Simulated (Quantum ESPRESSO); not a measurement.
# How far to go with the SCF threshold: NaMgF3 (P4mm, 5 atoms in the cell)

```
NaMgF3
1.0
    3.96269     0.00000     0.00000
    0.00000     3.96269     0.00000
    0.00000     0.00000     3.96269
Na Mg F
1 1 3
Direct
  0.00000   0.00000   0.01262
  0.50000   0.50000   0.50000
  0.50000   0.50000   0.00000
  0.00000   0.50000   0.50000
  0.50000   0.00000   0.50000
```

Computed with PBEsol, SSSP 1.1.2 efficiency (PBE) pseudopotentials (plane waves; Quantum ESPRESSO).

Base settings: ecutwfc = 40 Ry; ecutrho = 320 Ry; occupations = smearing; smearing = fermi-dirac; degauss = 0.000734986 Ry; input_dft = pbesol; potentials = {Na: na_pbe_v1.5.uspp.F.UPF, Mg: Mg.pbe-n-kjpaw_psl.0.3.0.UPF, F: f_pbe_v1.4.uspp.F.UPF}; K_POINTS = automatic 3 3 3 0 0 0; conv_thr = 1e-11 Ry; mixing_beta = 0.7.

The mesh stays at the base's, so the ladder's end is converged at best in this setting alone.

Only quantities that move along the ladder and can be compared are tabulated; the gap is left out on so coarse a mesh.

The count of work is k-points × plane waves × bands × iterations; it is no time. 

The starting cell comes from a database of computed structures (which also holds hypothetical and non-ambient phases and stackings), without a prior relaxation at this level. Its lattice was rescaled by up to half a per cent. One atom was moved a little off its site on purpose.

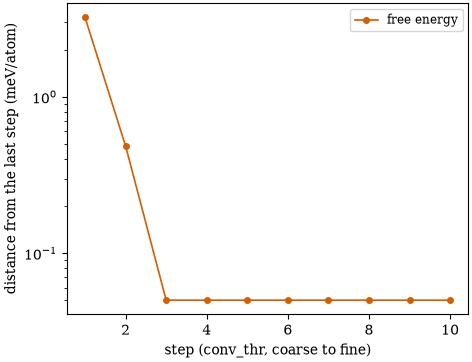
Fig. 1. Distance from the last step along the ladder; very small values are drawn at a floor.

| conv_thr | free energy less the last step's (meV/atom) | pressure (GPa) | largest difference of a force vector from the last step's (eV/Å) | count of work / last |
|---|---|---|---|---|
| 0.0073 Ry | 3.22 | -0.46 | 0.003 | 0.21 |
| 0.00073 Ry | 0.48 | -0.49 | 0.014 | 0.29 |
| 7.3e-05 Ry | 0.02 | -1.82 | 0.003 | 0.36 |
| 7.3e-06 Ry | 0.00 | -3.43 | 0.002 | 0.43 |
| 7.3e-07 Ry | 0.00 | -3.06 | 0.000 | 0.57 |
| 7.3e-08 Ry | 0.00 | -2.93 | 0.000 | 0.64 |
| 7.3e-09 Ry | 0.00 | -2.93 | 0.000 | 0.64 |
| 7.3e-10 Ry | 0.00 | -2.93 | 0.000 | 0.71 |
| 1e-11 Ry | 0.00 | -2.94 | 0.000 | 0.86 |
| 7.3e-12 Ry | 0.00 | -2.94 | 0.000 | 0.86 |
| 7.3e-14 Ry | 0.00 | -2.94 | 0.000 | 1.0 |

Coarsest conv_thr that holds the pressure within 0.1 GPa of the last step, with all finer ones: 7.3e-08 Ry; the step before is off by 0.12 GPa.

Coarsest conv_thr that holds the free energy within 1 meV/atom of the last step, with all finer ones: 0.00073 Ry, at 0.29 of the last step's count of work; the step before is off by 3.2 meV/atom.

Coarsest conv_thr that holds the forces within 0.01 eV/Å of the last step, with all finer ones: 7.3e-05 Ry, at 0.36 of the last step's count of work; the step before is off by 0.014 eV/Å.

Two neighbours can agree and both be off: 0.0073 Ry and 0.00073 Ry differ by 0.03 GPa in the pressure, yet lie about 2.5 GPa from the last step.
